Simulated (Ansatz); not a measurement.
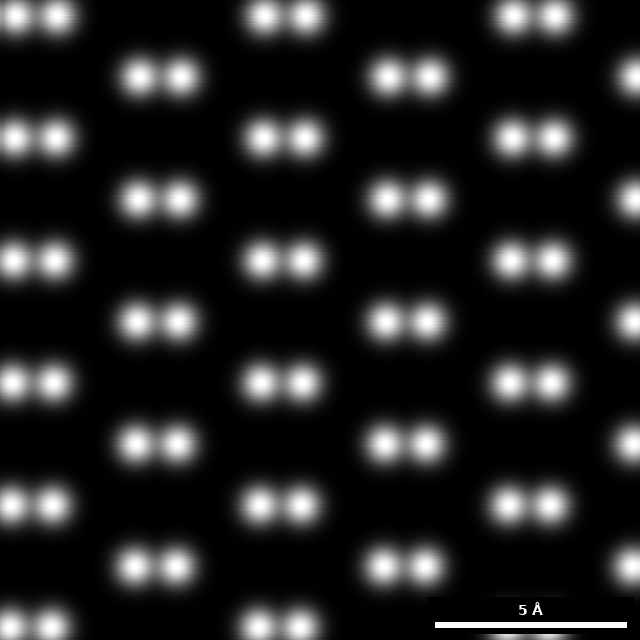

Dark-field STEM-like image of La (P6_3/mmc, No. 194). Simulated incoherent Z contrast: every atom adds Z^1.7 spread by a probe of 0.73 Å full width; channelling and multiple scattering are left out. The display is stretched by a gamma of 0.8; percentages refer to the linear signal. A slight drift was added. Model: the input geometry of a calculation; the starting structure was generated, so it need not be a known form of this composition.

```
La
1.0
     3.76513    0.00000    0.00000
    -1.88256    3.26069    0.00000
     0.00000    0.00000    6.11712
La
2
Direct
  0.33333 0.66667 0.75000
  0.66667 0.33333 0.25000
```

Along which zone axis is the crystal seen: [001], [101], [210] or [310]? (Directions equivalent by symmetry count as one.)

[101]. The projected cells are 3.77 × 3.77 Å, 120° for [001]; 3.21 × 3.63 Å, 116° for [101]; 1.88 × 3.06 Å, 90° for [210]; 1.23 × 6.12 Å, 90° for [310], and the image repeats as the [101] one does.
